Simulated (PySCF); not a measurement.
```xyz
2

Al    0.0000    0.0000   -0.7888
B     0.0000    0.0000    1.9332
```

Level of theory: PBE0/def2-SVPD, non-relativistic Hamiltonian with scalar-relativistic core potentials where named, at a bond length of 2.722 Å in PySCF 2.14.0.

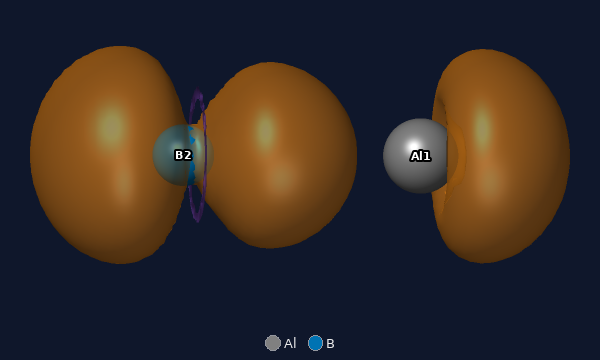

AlB (charge +1, doublet). Isosurfaces of the spin density at +0.015 (orange) and −0.015 e/Å³ (purple), seen from one side.

**Where is the unpaired spin?**

The unpaired spin (1 electron) lies mostly on B2 (about 0.7) and Al1 (about 0.3), in electrons by Hirshfeld's partition.
